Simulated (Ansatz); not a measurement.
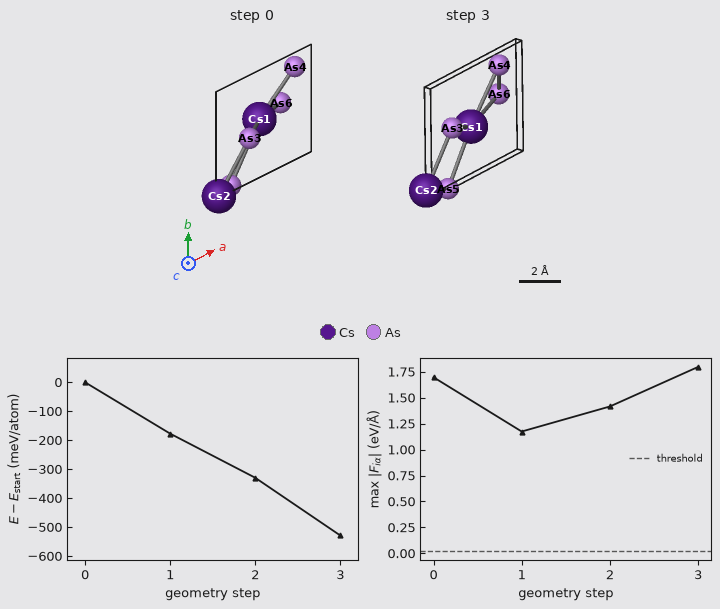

First and last geometry of a relaxation of a crystal of CsAs2 (a generated structure, set up in P1) (coarse preliminary run), with the history of the run. A ball-and-stick model of the cell of the calculation, reduced to other axes, seen along the c axis. Lengths and directions refer to the drawn axes.

Computed with DFT PBE, scalar-relativistic, plane waves, PAW (Ansatz 0.2.0). Settings: plane-wave cutoff 420 eV; k-point mesh 6 × 6 × 6; occupations gaussian; smearing width 0.2 eV; no spin polarisation; cell and atoms relaxed; force threshold 0.025 eV/Å; at most 60 steps.

What do the curves and the structures tell?

Answer. The run was cut off at its time limit before the relaxation converged, so the last structure is only a point on the way. After 3 geometry steps the energy has fallen by 529 meV per atom. Largest force component: 1.7 eV/Å at the start, 1.8 eV/Å at the end. The pressure goes from 0.83 to 0.67 GPa. The atom that moves furthest relative to the cell is Cs1 (0.52 Å roughly along −b). Largest moves by element: Cs 0.52 Å, As 0.48 Å. The volume changes by +0.2 %, with a 5.464 → 5.291 Å (−3.2 %), b 5.492 → 5.647 Å (+2.8 %), c 9.052 → 9.115 Å (+0.7 %), α 75.4° → 74.6°, β 74.6° → 76.9°, γ 61.1° → 60.6°. Among the contacts that change: As4–As6 3.314 → 2.638 Å, As3–As5 3.422 → 2.781 Å, Cs2–As5 2.733 → 3.185 Å, As3–As6 3.564 → 3.187 Å. Bond angles that change, for instance: Cs1–As3–Cs2 102.8° → 127.7°, Cs1–As6–Cs2 116.8° → 100.1°, Cs1–As4–Cs1 113.5° → 97.5°. The space group stays P1 (No. 1).

| step | E − E(0), meV/atom | largest force component, eV/Å | pressure, GPa | volume, Å³/atom |
| --- | --- | --- | --- | --- |
| 0 | 0.00 | 1.6970 | 0.83 | 37.788 |
| 1 | -177.26 | 1.1741 | -0.03 | 38.053 |
| 2 | -329.57 | 1.4154 | -0.11 | 38.026 |
| 3 | -528.89 | 1.7964 | 0.67 | 37.871 |
